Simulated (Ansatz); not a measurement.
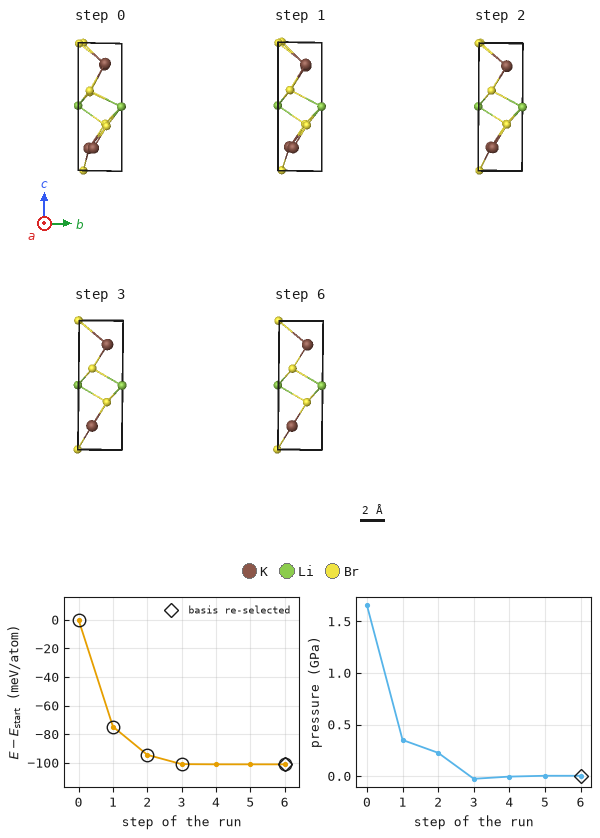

Frames of a relaxation of a crystal of K$_{2}$LiBr$_{3}$ (built on the Sn2GeTe3-164 type type), marked on the history of the run. Style: ball-and-stick. Shown: the cell of the calculation, along the a axis.

Case: shaken.

Method: DFT, PBEsol, plane waves, PAW in Ansatz.

Input
```yaml
crystal:
  lattice:
    - [8.7190051383, 0.0177407755, 0.03589955]
    - [-2.1720693083, 3.709935042, -0.0467784282]
    - [0.0456761524, -0.1110790994, 10.8790165008]
  atoms:
    - { symbol: K, position: [0.1480383855, 0.6091087756, 0.8315965203] }
    - { symbol: K, position: [0.3334136326, 0.2513000915, 0.1752731146] }
    - { symbol: Li, position: [-0.0036785197, -0.0111607972, 0.5055072359] }
    - { symbol: Br, position: [0.1738742969, 0.6210656719, 0.369872893] }
    - { symbol: Br, position: [0.3137989598, 0.2717611291, 0.6139795938] }
    - { symbol: Br, position: [0.0407224329, 0.1209984736, -0.0001331093] }
    - { symbol: K, position: [0.6783199485, 0.6242421288, 0.8419006576] }
    - { symbol: K, position: [0.8158623381, 0.352621644, 0.1772819069] }
    - { symbol: Li, position: [0.4887297823, 0.0001065202, 0.5071281493] }
    - { symbol: Br, position: [0.6722910656, 0.6561742239, 0.3510071] }
    - { symbol: Br, position: [0.8365299553, 0.2665848635, 0.6267225936] }
    - { symbol: Br, position: [0.4846888127, 0.0246377739, -0.0061007848] }
kpoints:
  mp_grid: { grid: [6, 6, 2] }
hamiltonian:
  xc: pbesol
scf:
  occupations: { method: fermi_dirac, width: 0.05 }
relax:
  f_tol: 0.01
  cell: {}
  max_steps: 120
```

Q: Describe the path.

A: Br6 moves most relative to the cell: 0.52 Å along [−1 −3 0]. By element the largest moves are Br 0.52 Å, K 0.35 Å, Li 0.16 Å. The drawn cell changes as follows: a 8.719 → 8.626 Å (−1.1 %), b 4.299 → 4.315 Å (+0.4 %), c 10.880 → 10.978 Å (+0.9 %), α 91.2° → 90.0°, β 89.5° → 90.0°, γ 120.2° → 120.0°; the volume changes by +0.5 %. Among the contacts that change: K1–Br6 2.606 → 3.210 Å, Br5–K7 3.696 → 3.219 Å, K2–Br12 2.784 → 3.210 Å, K7–Br12 2.826 → 3.210 Å. Bond angles that change, for instance: K2–Br6–K7 154.8° → 180.0°, K1–Br6–K8 160.2° → 180.0°, Br6–K2–Br10 161.0° → 179.8°. The space group (tolerance 0.01 Å) goes from P1 (No. 1) to P2 (No. 3). Over 5 accepted moves (6 points after the start) the energy falls by 101 meV per atom. Largest force component: 1.8 eV/Å at the start, 0.0041 eV/Å at the end. Pressure: 1.66 GPa at the start and 0.00 GPa at the end. The SCF was repeated once at an unchanged geometry on a basis and grid sized afresh for the cell, which shifted the energy by less than 0.05 meV per atom at most. From step 0 to 1: K1 moves most (0.20 Å), volume +1.2 %, energy −74.7 meV per atom. From step 1 to 2: Br6 moves most (0.20 Å), volume −1.0 %, energy −19.7 meV per atom. From step 2 to 3: Br6 moves most (0.16 Å), volume +0.4 %, energy −6.5 meV per atom. From step 3 to 6: Li3 moves most (0.05 Å), volume −0.1 %, energy −0.1 meV per atom.

```json
{"step": "0", "E − E(0), meV/atom": "0.00", "largest force component, eV/Å": "1.8269", "pressure, GPa": "1.66", "volume, Å³/atom": "29.357", "note": ""}
{"step": "1", "E − E(0), meV/atom": "-74.66", "largest force component, eV/Å": "0.6054", "pressure, GPa": "0.35", "volume, Å³/atom": "29.717", "note": ""}
{"step": "2", "E − E(0), meV/atom": "-94.37", "largest force component, eV/Å": "0.2967", "pressure, GPa": "0.23", "volume, Å³/atom": "29.413", "note": ""}
{"step": "3", "E − E(0), meV/atom": "-100.88", "largest force component, eV/Å": "0.0201", "pressure, GPa": "-0.03", "volume, Å³/atom": "29.534", "note": ""}
{"step": "4", "E − E(0), meV/atom": "-101.01", "largest force component, eV/Å": "0.0026", "pressure, GPa": "0.00", "volume, Å³/atom": "29.505", "note": ""}
{"step": "5", "E − E(0), meV/atom": "-101.02", "largest force component, eV/Å": "0.0041", "pressure, GPa": "0.00", "volume, Å³/atom": "29.490", "note": ""}
{"step": "6", "E − E(0), meV/atom": "-101.03", "largest force component, eV/Å": "0.0041", "pressure, GPa": "0.00", "volume, Å³/atom": "29.490", "note": "same geometry, new basis"}
```
